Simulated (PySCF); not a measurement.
**BPH3F3: GW calculation**

BPH3F3, computed with G0W0 (TPSSh)/6-31G*, RKS (PySCF 2.14.0).

The geometry comes from this level: GFN2-xTB.

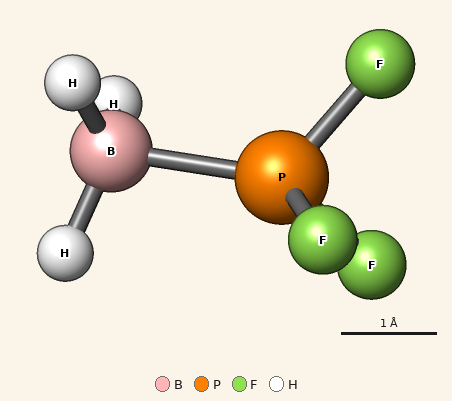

Figure 1. The structure (ball-and-stick view, seen at a tilt). Bond lengths as drawn: B–H 1.18 Å, B–P 1.87 Å and F–P 1.59 Å.

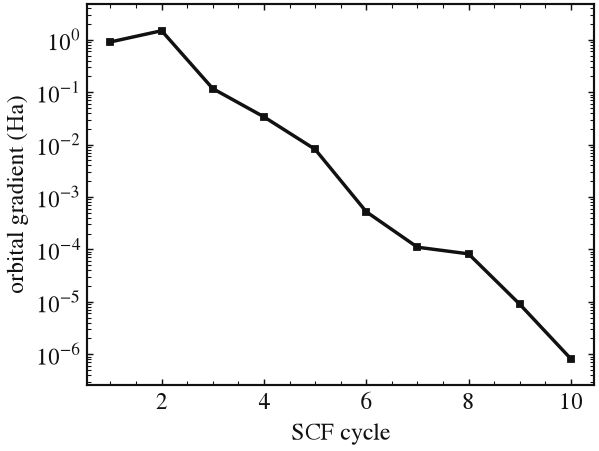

Figure 2. Convergence of the self-consistent field: orbital gradient against the SCF cycle. The residual falls almost steadily, with no more than small rises.

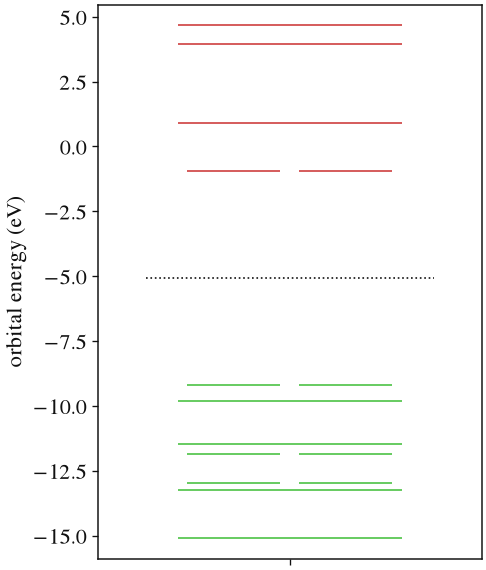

Figure 3. Orbital energies near the frontier; the dotted line parts filled from empty levels, and levels within 0.02 eV of each other stand side by side. Highest filled −9.21 eV, lowest empty −0.96 eV, 8.25 eV apart.

The input and output of the run follow.

Input file (input.py)
```python
# [BH3-][P+](F)(F)F
from pyscf import gto, dft, gw

mol = gto.Mole()
mol.atom = 'geometry.xyz'
mol.basis = '6-31g*'
mol.spin = 0
mol.max_memory = 1860
mol.verbose = 4
mol.build()

ks = dft.RKS(mol)
ks.xc = 'tpssh'
ks.grids.level = 8
ks.conv_tol = 1e-10
ks.kernel()
if not ks.converged:
    ks = ks.newton().run(ks.mo_coeff, ks.mo_occ)

e_final = ks.e_tot
print('Final energy', e_final)

nocc = mol.nelec[0]
orbs = list(range(max(0, nocc - 2), min(mol.nao, nocc + 2)))
mygw = gw.GW(ks, freq_int='ac')
mygw.orbs = orbs
mygw.kernel()
print('orbital   mean field (eV)   quasiparticle (eV)')
for p in orbs:
    print('%4d %12.4f %12.4f' % (p + 1, ks.mo_energy[p] * 27.211386, mygw.mo_energy[p] * 27.211386))
```

File geometry.xyz
```
8

B     -0.083970     1.003810     0.527130
P      0.054140    -0.646920    -0.340200
F      0.307070    -1.992980     0.458020
F     -1.130450    -1.236380    -1.213750
F      1.170780    -0.931760    -1.428850
H     -1.002970     0.881620     1.259750
H     -0.266410     1.783920    -0.341500
H      0.951810     1.138690     1.079400
```

Command:
```bash
OMP_NUM_THREADS=1 python input.py
```

Log
```
PySCF version 2.14.0

[INPUT] num. atoms = 8
[INPUT] num. electrons = 50
[INPUT] charge = 0
[INPUT] spin (= nelec alpha-beta = 2S) = 0
[INPUT] symmetry False subgroup None
[INPUT] Mole.unit = angstrom
[INPUT] Symbol           X                Y                Z      unit          X                Y                Z       unit  Magmom
[INPUT]  1 B     -0.083970000000   1.003810000000   0.527130000000 AA   -0.158680302680   1.896925981100   0.996131332042 Bohr   0.0
[INPUT]  2 P      0.054140000000  -0.646920000000  -0.340200000000 AA    0.102309772384  -1.222501624504  -0.642884827577 Bohr   0.0
[INPUT]  3 F      0.307070000000  -1.992980000000   0.458020000000 AA    0.580278201070  -3.766186371736   0.865532359573 Bohr   0.0
[INPUT]  4 F     -1.130450000000  -1.236380000000  -1.213750000000 AA   -2.136240897515  -2.336419585890  -2.293655083691 Bohr   0.0
[INPUT]  5 F      1.170780000000  -0.931760000000  -1.428850000000 AA    2.212453552118  -1.760771213825  -2.700135173085 Bohr   0.0
[INPUT]  6 H     -1.002970000000   0.881620000000   1.259750000000 AA   -1.895338611155   1.666020345939   2.380582485421 Bohr   0.0
[INPUT]  7 H     -0.266410000000   1.783920000000  -0.341500000000 AA   -0.503441936845   3.371120228134  -0.645341471539 Bohr   0.0
[INPUT]  8 H      0.951810000000   1.138690000000   1.079400000000 AA    1.798660222622   2.151812240781   2.039770378856 Bohr   0.0

nuclear repulsion = 264.862160535606
number of shells = 38
number of NR pGTOs = 171
number of NR cGTOs = 80
basis = 6-31g*
ecp = {}

******** <class 'pyscf.dft.rks.RKS'> ********
method = RKS
initial guess = minao
damping factor = 0
level_shift factor = 0
DIIS = <class 'pyscf.scf.diis.CDIIS'>
diis_start_cycle = 1
diis_space = 8
diis_damp = 0
SCF conv_tol = 1e-10
SCF conv_tol_grad = None
SCF max_cycles = 50
direct_scf = True
direct_scf_tol = 1e-13
XC library pyscf.dft.libxc version 7.0.0
    S. Lehtola, C. Steigemann, M. J.T. Oliveira, and M. A.L. Marques.,  SoftwareX 7, 1–5 (2018)
XC functionals = tpssh
radial grids:
    Treutler-Ahlrichs [JCP 102, 346 (1995); DOI:10.1063/1.469408] (M4) radial grids

becke partition: Becke, JCP 88, 2547 (1988); DOI:10.1063/1.454033
pruning grids: <function nwchem_prune>
grids dens level: 8
symmetrized grids: False
atomic radii adjust function: <function treutler_atomic_radii_adjust>
small_rho_cutoff = 0
Set gradient conv threshold to 1e-05
Initial guess from minao.
tot grids = 696400
init E= -668.08615461336
  HOMO = -0.399334860479887  LUMO = -0.0443314278504896  gap/eV = 9.66014
cycle= 1 E= -667.429000549102  delta_E= 0.657  |g|= 0.91  |ddm|=  2.7
  HOMO = -0.295822816760805  LUMO = -0.0714898803876166  gap/eV = 6.10441
cycle= 2 E= -667.192965647455  delta_E= 0.236  |g|= 1.49  |ddm|= 1.78
  HOMO = -0.31778997098868  LUMO = -0.0299034708503814  gap/eV = 7.83379
cycle= 3 E= -667.590256644778  delta_E= -0.397  |g|= 0.117  |ddm|= 1.13
  HOMO = -0.343263418157828  LUMO = -0.0342728876438844  gap/eV = 8.40806
cycle= 4 E= -667.594007468951  delta_E= -0.00375  |g|= 0.0338  |ddm|= 0.163
  HOMO = -0.338695044221536  LUMO = -0.0368517105760694  gap/eV = 8.21358
cycle= 5 E= -667.59433531173  delta_E= -0.000328  |g|= 0.00812  |ddm|= 0.0443
  HOMO = -0.33832764070833  LUMO = -0.0350822937733345  gap/eV = 8.25173
cycle= 6 E= -667.594356218015  delta_E= -2.09e-05  |g|= 0.000523  |ddm|= 0.0105
  HOMO = -0.338302110334094  LUMO = -0.0351154794799735  gap/eV = 8.25013
cycle= 7 E= -667.594356286324  delta_E= -6.83e-08  |g|= 0.00011  |ddm|= 0.000613
  HOMO = -0.338314022324327  LUMO = -0.0351230465883213  gap/eV = 8.25025
cycle= 8 E= -667.594356287624  delta_E= -1.3e-09  |g|= 8.21e-05  |ddm|= 0.000127
  HOMO = -0.338315785829831  LUMO = -0.0351240014935355  gap/eV = 8.25027
cycle= 9 E= -667.594356288732  delta_E= -1.11e-09  |g|= 8.98e-06  |ddm|= 5.95e-05
  HOMO = -0.3383160336292  LUMO = -0.035124748484942  gap/eV = 8.25026
cycle= 10 E= -667.594356288744  delta_E= -1.18e-11  |g|= 8.14e-07  |ddm|= 7.35e-06
  HOMO = -0.338315885078052  LUMO = -0.0351247899785701  gap/eV = 8.25025
Extra cycle  E= -667.594356288748  delta_E= -4.55e-12  |g|= 5.96e-07  |ddm|= 1.42e-06
converged SCF energy = -667.594356288748
Final energy -667.5943562887485
Default auxbasis cc-pvdz-ri is used for F 6-31g*
Default auxbasis cc-pvdz-ri is used for B 6-31g*
Default auxbasis cc-pvdz-ri is used for H 6-31g*
Default auxbasis cc-pvdz-ri is used for P 6-31g*

******** <class 'pyscf.gw.gw_ac.GWAC'> ********
method = GWAC
GW nocc = 25, nvir = 55
frozen orbitals = None
off-diagonal self-energy = False
GW density matrix = False
density-fitting for exchange = False
outcore for self-energy= False
broadening parameter = 5.000e-03
number of grids = 100
analytic continuation method = pade
imaginary frequency cutoff = 5.0
Pade points = 18
Pade step ratio = 0.667
use perturbative linearized QP eqn = False
QPE max iter = 100
QPE tolerance = 1.0e-06

Starting get_sigma_diag main loop with 100 frequency points.
   0    1    2    3    4    5    6    7    8    9   10   11
  12   13   14   15   16   17   18   19   20   21   22   23
  24   25   26   27   28   29   30   31   32   33   34   35
  36   37   38   39   40   41   42   43   44   45   46   47
  48   49   50   51   52   53   54   55   56   57   58   59
  60   61   62   63   64   65   66   67   68   69   70   71
  72   73   74   75   76   77   78   79   80   81   82   83
  84   85   86   87   88   89   90   91   92   93   94   95
  96   97   98   99
Finished get_sigma_diag main loop.

WARN: GW QP energies may not be sorted from min to max

orbital   mean field (eV)   quasiparticle (eV)
  24      -9.2069     -11.7422
  25      -9.2060     -11.7414
  26      -0.9558       2.5137
  27      -0.9546       2.5149
```

Summary

| quantity | value |
| --- | --- |
| outcome | converged |
| total energy | −667.594356 hartree |
| basis functions | 80 |
| HOMO | −9.21 eV |
| LUMO | −0.96 eV |
| dipole moment | 0.92 D |
| hardware | 1 thread of Intel Xeon @ 2.60GHz (Ice Lake), 24 GiB of memory available, shared host |
| wall time | 55 s |
| peak memory | 0.47 GiB |
